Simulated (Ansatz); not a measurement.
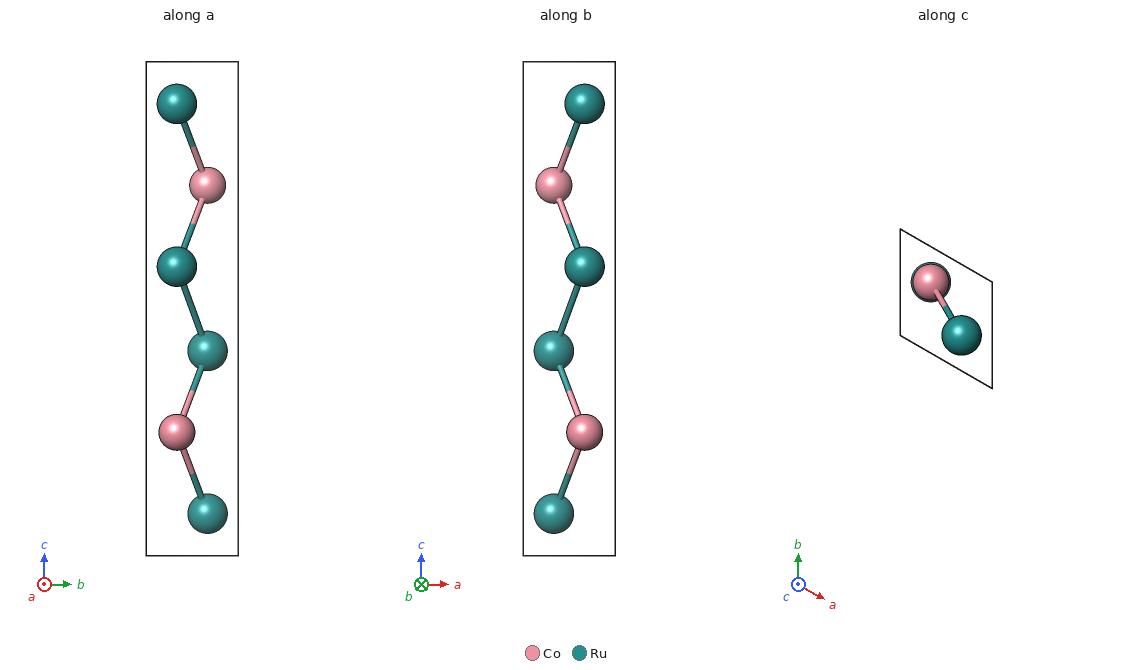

Ball-and-stick model, viewed along the a axis, along the b axis and along the c axis. One conventional unit cell is outlined, and atoms on its boundary appear in each equivalent place.

Lattice parameters: a = 2.681 Å, b = 2.681 Å, c = 12.441 Å, α = 90.00°, β = 90.00°, γ = 120.00°. Put a along x and b in the xy plane.

**Put the structure into a POSCAR file, with free fractional coordinates to two decimals.**

```
Co Ru
1.0
     2.681    0.000    0.000
    -1.340    2.322    0.000
     0.000    0.000   12.441
Co Ru
2 4
Direct
  0.3333 0.6667 0.75
  0.6667 0.3333 0.25
  0.3333 0.6667 0.09
  0.3333 0.6667 0.41
  0.6667 0.3333 0.59
  0.6667 0.3333 0.91
```

The initial geometry was a structure type filled with these elements by a generator (whether the compound takes this form wasn't checked). The final geometry of a relaxation with Ansatz 0.2.0, DFT PBE, scalar-relativistic, plane waves, PAW is shown.
